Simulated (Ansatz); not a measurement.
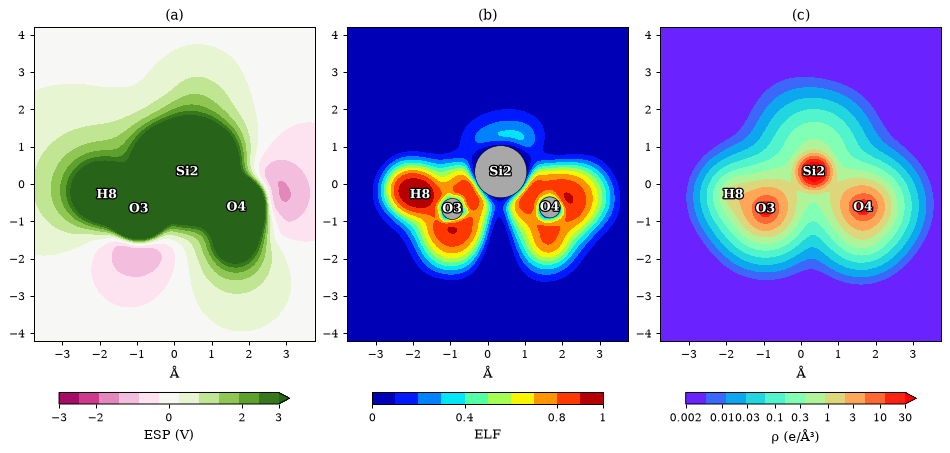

The picture shows: BFH4O2Si. (a) molecular electrostatic potential; (b) ELF; (c) total electron density on the plane of atoms O3, Si2 and O4. Grey discs cover the atomic cores in the ELF map.

Geometry: PBE0-D4/def2-TZVP.

Computed with RKS PBE0-D4/def2-TZVPP (Ansatz).

```yaml
atoms:
  - { symbol: B, position_ang: [-0.4352, 0.3575, -1.5328] }
  - { symbol: Si, position_ang: [0.1200, 0.1118, 0.3776] }
  - { symbol: O, position_ang: [0.8923, -1.2958, 0.7064] }
  - { symbol: O, position_ang: [-1.1635, 0.1767, 1.3737] }
  - { symbol: F, position_ang: [1.1409, 1.3092, 0.6931] }
  - { symbol: H, position_ang: [-1.5012, 0.7988, -1.8384] }
  - { symbol: H, position_ang: [0.3191, 0.0736, -2.4166] }
  - { symbol: H, position_ang: [1.7748, -1.4190, 0.3537] }
  - { symbol: H, position_ang: [-1.0587, -0.1590, 2.2661] }
```

> Interpret the plot.

Atoms in the plane: Si, O and H.
Si–O (1.63 Å): ρ is about 1.2 e/Å³ halfway; the ELF peaks at about 0.90 between the atoms (a polar covalent bond).
O–H (0.96 Å): the density is about 3.8 e/Å³ at the midpoint; the ELF climbs to about 1 towards the hydrogen, as it does in any bond to H: a covalent bond by its length.
The ELF also peaks beside O3 and O4, away from the bonds: lone-pair regions.
Outside the dense part of the molecule the potential is most negative (−1.5 V) near O4.
